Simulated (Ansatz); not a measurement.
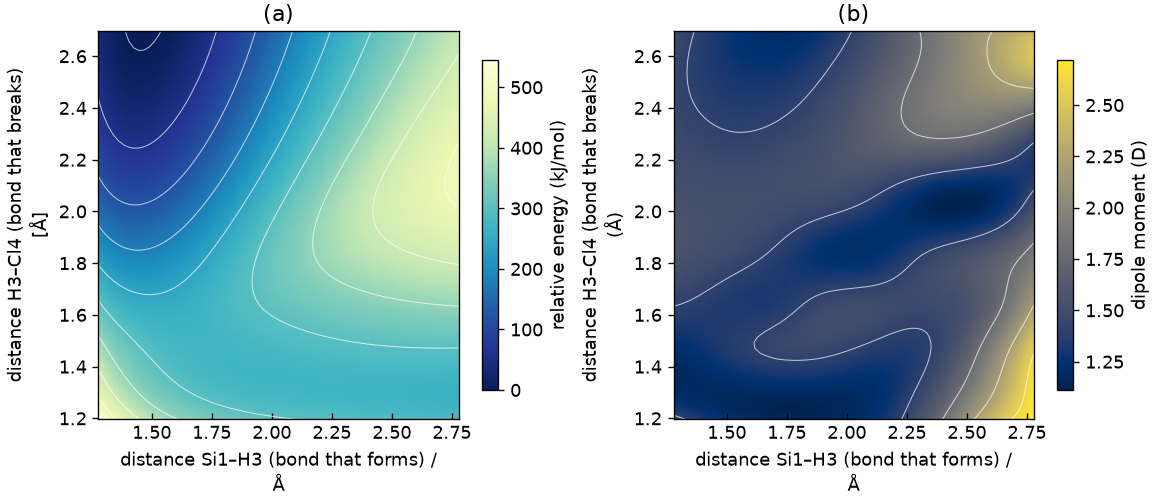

The reacting system Cl2H2Si (fragments ClHSi + ClH where the first distance is long, Cl₂H₂Si where the second is long). 
- First axis: distance Si1–H3 (bond that forms). Second axis: distance H3–Cl4 (bond that breaks).
- Relaxed at each point: all other coordinates.
- Grid: 9 × 9 points.
- Points are written as (first, second).
- Energies: kJ/mol, counted from the lowest grid point.
- The reference is spin-restricted, so regions where a bond is pulled apart into radicals lie too high.
- Theory: Ansatz, RKS r2SCAN-D4/def2-SVP.

Panel (a) is the energy; panel (b) is the computed dipole moment, in D.

The picture shows a smooth colour map with a few white contour lines. Between grid points the surface is interpolated.

Question: How does the dipole moment vary over the map, and what is it at the lowest grid point?

Answer: Leaving out the highest fifth of the energies, it runs from 1.16 D at (1.718 Å, 1.197 Å) to 2.72 D at (2.778 Å, 1.197 Å). At the lowest grid point, (1.389 Å, 2.697 Å), it is 1.38 D. That point lies on the edge of the scan.
